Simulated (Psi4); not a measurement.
**Interaction calculation of Si$_{2}$H$_{8}$O$_{2}$ (part 2 of 2)**

Si$_{2}$H$_{8}$O$_{2}$, SMILES O[SiH3].O[SiH3]; SAPT0/jun-cc-pVDZ, RHF (Psi4 1.11). The geometry comes from this level: GFN2-xTB.

Geometry of the input (Å):
```
O  0.4041  -3.1686  1.8082
Si 0.0206  -1.6902  1.2554
H  -0.2511  -3.7946  2.1022
H  -0.8287  -1.8179  0.0614
H  1.3376  -1.1607  0.9390
H  -0.6999  -0.9306  2.2731
O  -0.2421  2.9127  -1.5859
Si 0.0519  4.0810  -2.6746
H  -0.1533  1.9881  -1.7943
H  1.4506  4.0447  -3.1071
H  -0.2687  5.2795  -1.9161
H  -0.8075  3.9152  -3.8496
```

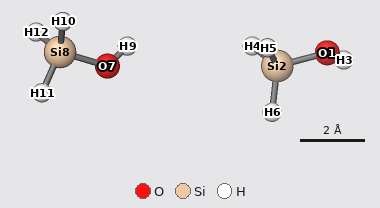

**Figure 1.** The input geometry (ball-and-stick view, seen at a tilt; atoms are numbered from 1 in the order of the input).

Output, continued:
```
 ------------------------------------------------------------------------------------
     Multipole            Electronic (a.u.)      Nuclear  (a.u.)        Total (a.u.)
 ------------------------------------------------------------------------------------

 L = 1.  Multiply by 2.5417464519 to convert [e a0] to [Debye]
 Dipole X            :         -6.4084176            5.8185423           -0.5898753
 Dipole Y            :        107.1484759         -107.1770077           -0.0285318
 Dipole Z            :        -70.6202125           70.7070132            0.0868006
 Magnitude           :                                                    0.5969098

 ------------------------------------------------------------------------------------

	total time  =          1 seconds =       0.02 minutes

  //>>>>>>>>>>>>>>>>>>>>>>>>>>>>>>>>>>>//
  //            Monomer B HF           //
  //<<<<<<<<<<<<<<<<<<<<<<<<<<<<<<<<<<<//

  ==> Geometry <==

    Molecular point group: c1
    Full point group: C1

    Geometry (in Angstrom), charge = 0, multiplicity = 1:

       Center              X                  Y                   Z               Mass
    ------------   -----------------  -----------------  -----------------  -----------------
      Gh(O)           0.404080000000    -3.168560000000     1.808170000000    15.994914619570
      Gh(SI)          0.020610000000    -1.690240000000     1.255390000000    27.976926534650
      Gh(H)          -0.251090000000    -3.794560000000     2.102190000000     1.007825032230
      Gh(H)          -0.828680000000    -1.817940000000     0.061380000000     1.007825032230
      Gh(H)           1.337580000000    -1.160670000000     0.939010000000     1.007825032230
      Gh(H)          -0.699950000000    -0.930620000000     2.273140000000     1.007825032230
         O           -0.242120000000     2.912700000000    -1.585860000000    15.994914619570
         SI           0.051850000000     4.080970000000    -2.674600000000    27.976926534650
         H           -0.153280000000     1.988060000000    -1.794350000000     1.007825032230
         H            1.450620000000     4.044670000000    -3.107140000000     1.007825032230
         H           -0.268660000000     5.279520000000    -1.916140000000     1.007825032230
         H           -0.807510000000     3.915210000000    -3.849610000000     1.007825032230

  Running in c1 symmetry.

  Rotational constants: A =      0.97686  B =      0.01293  C =      0.01289 [cm^-1]
  Rotational constants: A =  29285.54982  B =    387.52296  C =    386.36790 [MHz]
  Nuclear repulsion =   65.693266613235465

  Charge       = 0
  Multiplicity = 1
  Electrons    = 26
  Nalpha       = 13
  Nbeta        = 13

  ==> Iterations <==

                           Total Energy        Delta E     RMS |[F,P]|

   @DF-RHF iter SAD:  -365.50288208659560   -3.65503e+02   0.00000e+00
   @DF-RHF iter   1:  -366.06323422922287   -5.60352e-01   3.75481e-03 DIIS/ADIIS
   @DF-RHF iter   2:  -366.12172755063574   -5.84933e-02   2.47737e-03 DIIS/ADIIS
   @DF-RHF iter   3:  -366.15398244458908   -3.22549e-02   2.40762e-04 DIIS/ADIIS
   @DF-RHF iter   4:  -366.15477230557246   -7.89861e-04   3.96403e-05 DIIS
   @DF-RHF iter   5:  -366.15479833534573   -2.60298e-05   8.72282e-06 DIIS
   @DF-RHF iter   6:  -366.15479990520561   -1.56986e-06   1.60814e-06 DIIS
   @DF-RHF iter   7:  -366.15479996142034   -5.62147e-08   4.20282e-07 DIIS
   @DF-RHF iter   8:  -366.15479996514068   -3.72034e-09   9.09106e-08 DIIS
   @DF-RHF iter   9:  -366.15479996533162   -1.90937e-10   1.56019e-08 DIIS
   @DF-RHF iter  10:  -366.15479996533668   -5.05906e-12   3.72510e-09 DIIS
  Energy and wave function converged.

  ==> Post-Iterations <==

    Orbital Energies [Eh]
    ---------------------

    Doubly Occupied:

       1A    -68.803016     2A    -20.563491     3A     -6.150559
       4A     -4.258152     5A     -4.256263     6A     -4.256060
       7A     -1.352000     8A     -0.775454     9A     -0.650509
      10A     -0.558332    11A     -0.556238    12A     -0.473769
      13A     -0.455905

    Virtual:

      14A      0.032445    15A      0.048630    16A      0.054648
      17A      0.056206    18A      0.064714    19A      0.071102
      20A      0.073127    21A      0.087281    22A      0.171890
      23A      0.180580    24A      0.187318    25A      0.192051
      26A      0.199511    27A      0.207656    28A      0.217379
      29A      0.224697    30A      0.228079    31A      0.244020
      32A      0.263694    33A      0.271413    34A      0.272565
      35A      0.307397    36A      0.323432    37A      0.336595
      38A      0.345488    39A      0.370073    40A      0.404211
      41A      0.440758    42A      0.454947    43A      0.488392
      44A      0.491287    45A      0.585842    46A      0.596770
      47A      0.619557    48A      0.639617    49A      0.641333
      50A      0.739692    51A      0.780103    52A      0.797941
      53A      0.845994    54A      0.849429    55A      0.926533
      56A      0.952483    57A      1.019163    58A      1.020496
      59A      1.032147    60A      1.065521    61A      1.113093
      62A      1.123909    63A      1.141312    64A      1.146581
      65A      1.149158    66A      1.157288    67A      1.204626
      68A      1.403773    69A      1.422524    70A      1.462967
      71A      1.482079    72A      1.510880    73A      1.549448
      74A      1.664095    75A      1.743551    76A      1.748531
      77A      1.803966    78A      1.834517    79A      1.869765
      80A      1.895380    81A      1.907720    82A      1.917643
      83A      1.946958    84A      1.974838    85A      1.989806
      86A      2.067527    87A      2.113690    88A      2.134556
      89A      2.173974    90A      2.228724    91A      2.252745
      92A      2.266295    93A      2.279653    94A      2.313604
      95A      2.343320    96A      2.537016    97A      2.578043
      98A      2.760816    99A      2.860303   100A      3.008160
     101A      3.071312   102A      3.190703   103A      3.295251
     104A      3.297916   105A      3.487961   106A      4.052648
     107A      4.292729   108A      4.357699   109A      4.519863
     110A      4.528782   111A      4.935148   112A      4.989006
     113A      5.532780   114A      5.658939   115A      6.875968
     116A     14.156830   117A     14.210506   118A     14.476716
     119A     33.481928   120A    103.653673

    Final Occupation by Irrep:
              A
    DOCC [    13 ]
    NA   [    13 ]
    NB   [    13 ]

  @DF-RHF Final Energy:  -366.15479996533668

   => Energetics <=

    Nuclear Repulsion Energy =             65.6932666132354655
    One-Electron Energy =                -637.4766405320668810
    Two-Electron Energy =                 205.6285739534947652
    Total Energy =                       -366.1547999653366787

Computation Completed

Properties will be evaluated at   0.000000,   0.000000,   0.000000 [a0]

Properties computed using the SCF density matrix

 Multipole Moments:

 ------------------------------------------------------------------------------------
     Multipole            Electronic (a.u.)      Nuclear  (a.u.)        Total (a.u.)
 ------------------------------------------------------------------------------------

 L = 1.  Multiply by 2.5417464519 to convert [e a0] to [Debye]
 Dipole X            :          2.0201717           -1.8706210            0.1495507
 Dipole Y            :       -181.1412344          180.7761900           -0.3650443
 Dipole Z            :        114.4418481         -114.8925516           -0.4507035
 Magnitude           :                                                    0.5989628

 ------------------------------------------------------------------------------------

	total time  =          2 seconds =       0.03 minutes
  Constructing Basis Sets for SAPT...

   => Loading Basis Set <=

    Name: (JUN-CC-PVDZ AUX)
    Role: RIFIT
    Keyword: DF_BASIS_SAPT

   => Loading Basis Set <=

    Name: (JUN-CC-PVDZ AUX)
    Role: JKFIT
    Keyword: DF_BASIS_ELST

  //>>>>>>>>>>>>>>>>>>>>>>>>>>>>>>>>>>>//
  //               SAPT0               //
  //<<<<<<<<<<<<<<<<<<<<<<<<<<<<<<<<<<<//

        SAPT0
     6 June 2009

      Orbital Information
  --------------------------
    NSO        =       120
    NMO        =       120
    NRI        =       412
    NRI (Elst) =       584
    NOCC A     =        13
    NOCC B     =        13
    FOCC A     =         6
    FOCC B     =         6
    NVIR A     =       107
    NVIR B     =       107

    Elst10,r            =    -0.000049024380 [Eh]
    Exch10              =     0.000002024940 [Eh]
    Exch10 (S^2)        =     0.000002024937 [Eh]

    Maxiter = 50
    CPHF R converge = 1.000000E-08

    Iter     Energy [mEh]          dE [mEh]         Residual      Time [s]
       1      -0.01062355       0.010623551     5.286245e-04             0
       2      -0.01373721       0.003113654     1.223919e-04             0
       3      -0.01377455       0.000037345     3.867575e-05             0
       4      -0.01374993      -0.000024625     1.474365e-05             0
       5      -0.01374029      -0.000009639     3.543204e-06             0
       6      -0.01374466       0.000004369     6.202468e-07             0
       7      -0.01374415      -0.000000505     1.325594e-07             0
       8      -0.01374413      -0.000000024     2.646623e-08             0
       9      -0.01374415       0.000000022     5.686958e-09             0

    CHF Iterations converged

    Maxiter = 50
    CPHF R converge = 1.000000E-08

    Iter     Energy [mEh]          dE [mEh]         Residual      Time [s]
       1      -0.00100395       0.001003953     2.093914e-04             0
       2      -0.00118017       0.000176214     1.049834e-04             0
       3      -0.00124814       0.000067977     2.403256e-05             0
       4      -0.00125159       0.000003451     5.443562e-06             0
       5      -0.00124818      -0.000003418     1.003819e-06             0
       6      -0.00124858       0.000000405     2.132932e-07             0
       7      -0.00124857      -0.000000011     5.970878e-08             0
       8      -0.00124856      -0.000000009     9.056647e-09             0

    CHF Iterations converged

    Ind20,r (A<-B)      =    -0.000013744149 [Eh]
    Ind20,r (B<-A)      =    -0.000001248560 [Eh]
    Ind20,r             =    -0.000014992709 [Eh]
    Exch-Ind20,r (A<-B) =     0.000000313371 [Eh]
    Exch-Ind20,r (B<-A) =     0.000000063426 [Eh]
    Exch-Ind20,r        =     0.000000376797 [Eh]
    Disp20              =    -0.000104407271 [Eh]
    Disp20 (SS)         =    -0.000052203636 [Eh]
    Disp20 (OS)         =    -0.000052203636 [Eh]
    Exch-Disp20         =     0.000000204435 [Eh]
    Exch-Disp20 (SS)    =     0.000000142134 [Eh]
    Exch-Disp20 (OS)    =     0.000000062301 [Eh]

    SAPT Results
  --------------------------------------------------------------------------------------------------------
    Electrostatics                 -0.04902438 [mEh]      -0.03076326 [kcal/mol]      -0.12871349 [kJ/mol]
      Elst10,r                     -0.04902438 [mEh]      -0.03076326 [kcal/mol]      -0.12871349 [kJ/mol]

    Exchange                        0.00202494 [mEh]       0.00127067 [kcal/mol]       0.00531648 [kJ/mol]
      Exch10                        0.00202494 [mEh]       0.00127067 [kcal/mol]       0.00531648 [kJ/mol]
      Exch10(S^2)                   0.00202494 [mEh]       0.00127067 [kcal/mol]       0.00531647 [kJ/mol]

    Induction                      -0.01472705 [mEh]      -0.00924136 [kcal/mol]      -0.03866586 [kJ/mol]
      Ind20,r                      -0.01499271 [mEh]      -0.00940807 [kcal/mol]      -0.03936335 [kJ/mol]
      Exch-Ind20,r                  0.00037680 [mEh]       0.00023644 [kcal/mol]       0.00098928 [kJ/mol]
      delta HF,r (2)               -0.00011114 [mEh]      -0.00006974 [kcal/mol]      -0.00029179 [kJ/mol]

    Dispersion                     -0.10420284 [mEh]      -0.06538827 [kcal/mol]      -0.27358451 [kJ/mol]
      Disp20                       -0.10440727 [mEh]      -0.06551655 [kcal/mol]      -0.27412125 [kJ/mol]
      Exch-Disp20                   0.00020443 [mEh]       0.00012828 [kcal/mol]       0.00053674 [kJ/mol]
      Disp20 (SS)                  -0.05220364 [mEh]      -0.03275828 [kcal/mol]      -0.13706063 [kJ/mol]
      Disp20 (OS)                  -0.05220364 [mEh]      -0.03275828 [kcal/mol]      -0.13706063 [kJ/mol]
      Exch-Disp20 (SS)              0.00014213 [mEh]       0.00008919 [kcal/mol]       0.00037317 [kJ/mol]
      Exch-Disp20 (OS)              0.00006230 [mEh]       0.00003909 [kcal/mol]       0.00016357 [kJ/mol]

  Total HF                         -0.06172649 [mEh]      -0.03873396 [kcal/mol]      -0.16206288 [kJ/mol]
  Total SAPT0                      -0.16592933 [mEh]      -0.10412222 [kcal/mol]      -0.43564739 [kJ/mol]

  Special recipe for scaled SAPT0 (see Manual):
    Electrostatics sSAPT0          -0.04902438 [mEh]      -0.03076326 [kcal/mol]      -0.12871349 [kJ/mol]
    Exchange sSAPT0                 0.00202494 [mEh]       0.00127067 [kcal/mol]       0.00531648 [kJ/mol]
    Induction sSAPT0               -0.01472705 [mEh]      -0.00924136 [kcal/mol]      -0.03866586 [kJ/mol]
    Dispersion sSAPT0              -0.10420284 [mEh]      -0.06538827 [kcal/mol]      -0.27358451 [kJ/mol]
  Total sSAPT0                     -0.16592933 [mEh]      -0.10412222 [kcal/mol]      -0.43564739 [kJ/mol]
  --------------------------------------------------------------------------------------------------------

	total time  =          3 seconds =       0.05 minutes

Warning! sapt0 does not have an associated derived wavefunction. The returned wavefunction is the dimer SCF wavefunction.

    Psi4 run time: 0:00:08.22

[set-up sections that repeat, and orbital energies of the middle runs, are left out above]
```

Key numbers:

```json
{"quantity": "outcome", "value": "converged"}
{"quantity": "SCF energy", "value": "−732.309212 hartree"}
{"quantity": "basis functions", "value": "120"}
{"quantity": "wall time", "value": "9.6 s"}
{"quantity": "peak memory", "value": "0.32 GiB"}
```
